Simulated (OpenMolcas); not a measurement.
# One shape, several levels: doublet CH6BSb−

We compute a comparison of 6 runs (UHF/3-21G, U-r2SCAN/def2-SVPD, UBHLYP/def2-SVPD, UM06-2X/def2-SVPD, UM06-L/def2-SVPD, ROMP2/def2-SVPD) of doublet CH6BSb−. 

The calculation is run with OpenMolcas 26.06.

## Step 1: The system as given

The species is CH6BSb− (9 atoms), meant as a doublet with charge -1. SMILES of the parent species: `C[BH][SbH2]`. The shape is that of a PBE0-D4/def2-TZVP optimisation. This is one conformer, not always the lowest. That shape belongs to the parent species and isn't relaxed for this state.

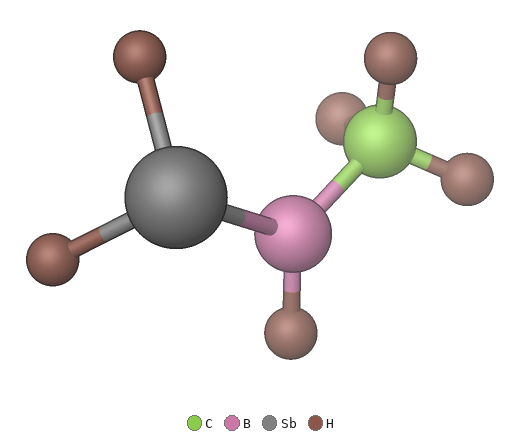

Viewed from a chosen angle; carbon green, boron pink, antimony grey, hydrogen brown.

## Step 2: The energy at UHF/3-21G (run 1)

Contents of test.input:

```
* CH6BSb Hartree-Fock
>>> EXPORT MOLCAS_PRINT=2

&GATEWAY
 BASLIB
 $CurrDir
 COORD
 9
 angstrom
 C       -0.696500       0.976700      -0.600500
 B        0.386200      -0.132200      -0.547000
 Sb       1.415200      -0.767000       1.323700
 H       -1.637800       0.449300      -0.824500
 H       -0.551700       1.662600      -1.441500
 H       -0.856700       1.545300       0.316400
 H        0.752700      -0.653500      -1.562200
 H        1.258000      -2.435000       1.019200
 H        0.019000      -0.692400       2.299200
 BASIS
 3-21G
 GROUP
 NoSym

&SEWARD

&SCF
 UHF
 CHARGE
 -1
 SPIN
 2
 THRESHOLDS
 1e-10 1e-07 1e-07 1e-05
 PRORBITALS
 1 2
```

The basis set 3-21G is read from a file made from the Basis Set Exchange's data (not shown).

Run with:

```bash
$ export MOLCAS_MEM=1860
$ pymolcas test.input > test.log
```

The log of the run:

```text
--- Start Module: gateway ---
[...]
--- Stop Module: gateway /rc=_RC_ALL_IS_WELL_ ---
--- Start Module: seward ---
[...]
      Basis functions           61
--- Stop Module: seward /rc=_RC_ALL_IS_WELL_ ---
[...]
--- Start Module: scf ---
[...]
       Convergence after  22 Iterations
[...]
::    Total SCF energy                              -6351.2676205586
[...]
      Total spin, S                                     0.5096532082
[...]
      Total electronic charge=   69.000000
      Total            charge=   -1.000000
[...]
      Dipole Moment (debye):
      Origin of the operator (angstrom)=    1.1068   -0.5508    0.9777
                   X=  1.8328E+00               Y= -6.0736E-01               Z=  3.5296E+00           Total=  4.0232E+00
      Center of Charge (angstrom)
[...]
--- Stop Module: scf /rc=_RC_ALL_IS_WELL_ ---
[...]
```

It took 3.9 s on 1 thread of Intel Xeon Platinum 8375C at 2.90GHz (Ice Lake), shared host; peak memory 0.4 GiB.

## Step 3: The energy at U-r2SCAN/def2-SVPD (core potential) (run 2)

Contents of test.input:

```
* CH6BSb Kohn-Sham DFT

&gateway
 baslib=$CurrDir
 coord
 9
 bohr
 C     -1.31619425     1.84569551    -1.13478054
 B      0.72981223    -0.24982179    -1.03368019
 Sb     2.67434041    -1.44941994     2.50143047
 H     -3.09499345     0.84905395    -1.55807919
 H     -1.04256190     3.14185865    -2.72404021
 H     -1.61892837     2.92019378     0.59790935
 H      1.42239685    -1.23493602    -2.95213015
 H      2.37727546    -4.60148311     1.92600887
 H      0.03590480    -1.30844637     4.34485831
 basis=def2-SVPD
 group=NoSym

&seward
 gridinput
 Grid=UltraFine
 End of Grid

&scf
 uhf
 charge=-1
 spin=2
 ksdft=2
 1.0 MGGA_X_R2SCAN
 1.0 MGGA_C_R2SCAN
 thresholds=1e-10 1e-07 1e-07 1e-05
 prorbitals=1 2
```

The basis set def2-SVPD is read from a file made from the Basis Set Exchange's data (not shown).

Run with:

```bash
$ export MOLCAS_MEM=1860
$ pymolcas test.input > test.log
```

The log of the run:

```text
--- Start Module: gateway ---
[...]
--- Stop Module: gateway /rc=_RC_ALL_IS_WELL_ ---
--- Start Module: seward ---
[...]
      Basis functions          120
--- Stop Module: seward /rc=_RC_ALL_IS_WELL_ ---
[...]
--- Start Module: scf ---
[...]
       Convergence after  22 Iterations
[...]
::    Total KS-DFT energy                            -306.7800519094
[...]
      Total spin, S                                     0.5048829009
[...]
      Total electronic charge=   41.000000
      Total            charge=   -1.000000
[...]
      Dipole Moment (debye):
      Origin of the operator (angstrom)=    1.1068   -0.5508    0.9777
                   X=  1.4666E+00               Y= -5.4783E-01               Z=  3.1099E+00           Total=  3.4817E+00
      Center of Charge (angstrom)
[...]
--- Stop Module: scf /rc=_RC_ALL_IS_WELL_ ---
[...]
```

Wall time 2.9 min (1 thread of Intel Xeon Platinum 8375C at 2.90GHz (Ice Lake), shared host); peak memory 0.76 GiB.

Run 3 isn't shown in full; the table further down has it.

## Step 4: The energy at UM06-2X/def2-SVPD (core potential) (run 4)

Contents of test.input:

```
&gateway
  baslib = $CurrDir
  coord
  9
  angstrom
  C       -0.696500       0.976700      -0.600500
  B        0.386200      -0.132200      -0.547000
  Sb       1.415200      -0.767000       1.323700
  H       -1.637800       0.449300      -0.824500
  H       -0.551700       1.662600      -1.441500
  H       -0.856700       1.545300       0.316400
  H        0.752700      -0.653500      -1.562200
  H        1.258000      -2.435000       1.019200
  H        0.019000      -0.692400       2.299200
  basis = def2-SVPD
  group = NoSym

&seward
  gridinput
  Grid=UltraFine
  End of Grid

&scf
  uhf
  charge = -1
  spin = 2
  ksdft = M062X
  thresholds = 1e-10 1e-07 1e-07 1e-05
  prorbitals = 1 1
```

The basis set def2-SVPD is read from a file made from the Basis Set Exchange's data (not shown).

Run with:

```bash
$ export MOLCAS_MEM=1860
$ pymolcas test.input > test.log
```

The log of the run:

```text
--- Start Module: gateway ---
[...]
--- Stop Module: gateway /rc=_RC_ALL_IS_WELL_ ---
--- Start Module: seward ---
[...]
      Basis functions          120
--- Stop Module: seward /rc=_RC_ALL_IS_WELL_ ---
[...]
--- Start Module: scf ---
[...]
       Convergence after  25 Iterations
[...]
::    Total KS-DFT energy                            -306.5980468548
[...]
      Total spin, S                                     0.5041706668
[...]
      Total electronic charge=   41.000000
      Total            charge=   -1.000000
[...]
      Dipole Moment (debye):
      Origin of the operator (angstrom)=    1.1068   -0.5508    0.9777
                   X=  1.5429E+00               Y= -5.2986E-01               Z=  3.1736E+00           Total=  3.5684E+00
      Center of Charge (angstrom)
[...]
--- Stop Module: scf /rc=_RC_ALL_IS_WELL_ ---
[...]
```

It took 3.4 min on 1 thread of Intel Xeon Platinum 8375C at 2.90GHz (Ice Lake), shared host; peak memory 0.76 GiB.

Run 5 isn't shown in full; the table further down has it.

## Step 5: A single-point energy at ROMP2/def2-SVPD (core potential) (run 6)

Contents of run.input:

```
* CH6BSb ROMP2
>>> EXPORT MOLCAS_PRINT=2
&GATEWAY
BasLib=$CurrDir
Coord
9
angstrom
C       -0.696500       0.976700      -0.600500
B        0.386200      -0.132200      -0.547000
Sb       1.415200      -0.767000       1.323700
H       -1.637800       0.449300      -0.824500
H       -0.551700       1.662600      -1.441500
H       -0.856700       1.545300       0.316400
H        0.752700      -0.653500      -1.562200
H        1.258000      -2.435000       1.019200
H        0.019000      -0.692400       2.299200
Basis=def2-SVPD
Group=NoSym
&SEWARD
&SCF
UHF
Charge=-1
Spin=2
Thresholds=1e-10 1e-07 1e-07 1e-05
PrOrbitals=1 1
&RASSCF
FileOrb=$Project.UnaOrb
Spin=2
Nactel=1 0 0
Inactive=20
Ras2=1
OutOrbitals=Canonical
OrbListing=Few
&CASPT2
IPEA=0.0
Frozen=6
```

The basis set def2-SVPD is read from a file made from the Basis Set Exchange's data (not shown).

Run with:

```bash
$ export MOLCAS_MEM=1860
$ pymolcas run.input > run.log
```

The log of the run:

```text
--- Start Module: gateway ---
[...]
--- Stop Module: gateway /rc=_RC_ALL_IS_WELL_ ---
[...]
      Basis functions          120
[...]
       Convergence after  23 Iterations
[...]
::    Total SCF energy                               -305.1917059398
[...]
      Total spin, S                                     0.5090680890
[...]
--- Start Module: rasscf ---
[...]
      Number of active orbitals                  1
[...]
      Spin quantum number                      0.5
[...]
      Active orbitals                            1
[...]
      Number of CSFs                             1
[...]
      Number of root(s) required                 1
[...]
      Convergence after 13 iterations
[...]
      printout of CI-coefficients larger than  0.05 for root  1
      energy=    -305.187940
      conf/sym  1     Coeff  Weight
             1  u   1.00000 1.00000
      Natural orbitals and occupation numbers for root  1
      sym 1:   1.000000
      ************************************************************************************************************************
      *                                                    Final results                                                     *
[...]
::    RASSCF root number  1 Total energy:   -305.18793956
[...]
      Total electronic charge=   41.000000
      Total            charge=   -1.000000
[...]
      Dipole Moment (debye):
      Origin of the operator (angstrom)=    1.1068   -0.5508    0.9777
                   X=  1.4394E+00               Y= -5.5406E-01               Z=  3.2024E+00           Total=  3.5544E+00
      Center of Charge (angstrom)
[...]
--- Stop Module: rasscf /rc=_RC_ALL_IS_WELL_ ---
[...]
--- Start Module: caspt2 ---
[...]
 ###    WARNING: User changed nr of frozen orbitals.                         ###
 ###############################################################################
[...]
      E2 (Variational):          -0.4023202706
      Total energy:            -305.5902598306
[...]
      Reference weight:           0.84621
[...]
::    CASPT2 Root  1     Total energy:   -305.59025983
[...]
--- Stop Module: caspt2 /rc=_RC_ALL_IS_WELL_ ---
[...]
```

Wall time 47 s (1 thread of Intel Xeon Platinum 8375C at 2.90GHz (Ice Lake), shared host); peak memory 0.76 GiB.

## Step 6: Overview of the runs

```
run                                level  integration grid  frozen core orbitals   energy (Eh)  HOMO energy (eV)  LUMO energy (eV)   ⟨S²⟩  wall time
  1                            UHF/3-21G                 –                     –  -6351.267621             -0.03              8.40  0.769      3.9 s
  2  U-r2SCAN/def2-SVPD (core potential)         UltraFine                     –   -306.780052              2.35              4.06  0.760    2.9 min
  3    UBHLYP/def2-SVPD (core potential)         UltraFine                     –   -306.614196              1.11              4.73  0.757    1.8 min
  4   UM06-2X/def2-SVPD (core potential)         UltraFine                     –   -306.598047              1.07              4.03  0.758    3.4 min
  5    UM06-L/def2-SVPD (core potential)         UltraFine                     –   -306.881903              2.57              4.00  0.759      3 min
  6     ROMP2/def2-SVPD (core potential)                 –                     6   -305.590260                 –                 –      –       47 s
```

## Step 7: Results

| quantity | value |
| --- | --- |
| run 6: total energy | -305.59026 Eh |

In words: Totals of different functionals can't be ranked against each other. Some runs of one species differ in core potentials or relativity; totals across that change don't compare. In runs 2, 3, 4, 5 the HOMO lies above zero, so the outermost electron may be held by the basis alone. In run 1 relativity is left out where basis or elements ask for it. All runs together took 12 min, the longest 3.4 min.
